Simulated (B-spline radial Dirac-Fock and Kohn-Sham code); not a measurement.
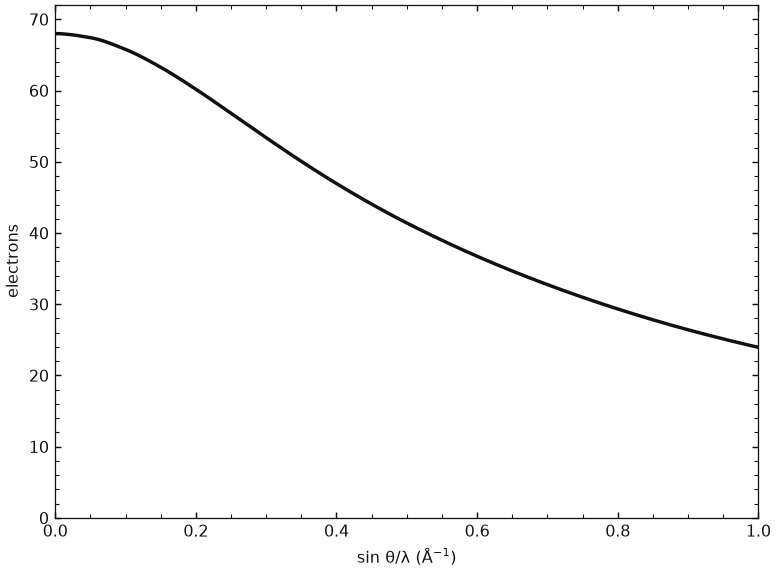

The X-ray form factor f against sin θ/λ. Computed with a radial B-spline solver: the spherical Dirac–Fock density (average of configuration).

The nuclear charge is 71. What is the species?

Lu³⁺: f(0) = 68 electrons, so the charge is 71 − 68 = +3.

How many electrons does the species have?

68, the value of f at zero angle.

Where has f fallen to half its forward value?

Near sin θ/λ = 0.67 Å⁻¹.
